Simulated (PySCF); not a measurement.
Consider C5H8N2OSi (SMILES C=Cc1cc(O[SiH3])n[nH]1).

The calculation's input:

```
{"job": {"kind": "nmr", "xc": "PBE0", "basis": "pcSseg-1"}, "charge": 0, "multiplicity": 1}
C     -3.440870     0.379611    -0.507860
C     -2.529211    -0.586778    -0.513778
C     -1.124453    -0.387469    -0.263413
C     -0.378735     0.744264     0.029486
C      0.940578     0.280694     0.167266
O      2.006579     1.018446     0.450562
Si     3.548313     0.487512     0.611114
N      1.009594    -1.028701    -0.023739
N     -0.242341    -1.416773    -0.281906
H     -3.177080     1.403545    -0.309360
H     -4.479073     0.175374    -0.701434
H     -2.821330    -1.609866    -0.717185
H     -0.716829     1.753006     0.130503
H      4.018047    -0.112527    -0.635843
H      3.652307    -0.475161     1.705889
H      4.162785     1.775487     0.905727
H     -0.435281    -2.388636    -0.462141
```

Command:

```sh
OMP_NUM_THREADS=1 python probes_run.py task.json out
```

Geometry: GFN2-xTB.

Computed with PBE0/pcSseg-1, SCF density, gas phase, non-relativistic in PySCF.

Q: What can the converged electron density and electron localisation function tell about the bonding?

A: C–N (1.33 Å): the density is about 2.6 e/Å³ at the midpoint; the ELF peaks at about 0.90 between the atoms; a covalent bond.
C–O (1.33 Å): ρ at the midpoint is about 2.4 e/Å³; the ELF peaks at about 0.90 between the atoms: a shared but strongly polarised pair.
C–C (1.33 Å): ρ is about 2.3 e/Å³ halfway; the ELF peaks at about 0.95 between the atoms: a short, multiple covalent bond.
N–N (1.34 Å): ρ is about 2.5 e/Å³ halfway; the ELF peaks at about 0.90 between the atoms: localised, covalent bonding.

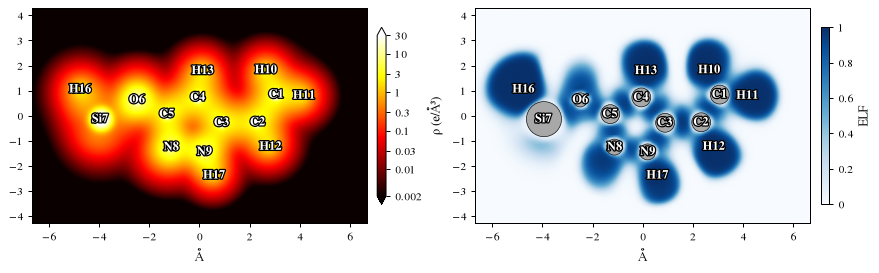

Computed electron density and electron localisation function on the plane of atoms C4, C3 and N9, in this order. Grey discs cover the atomic cores in the ELF map. 
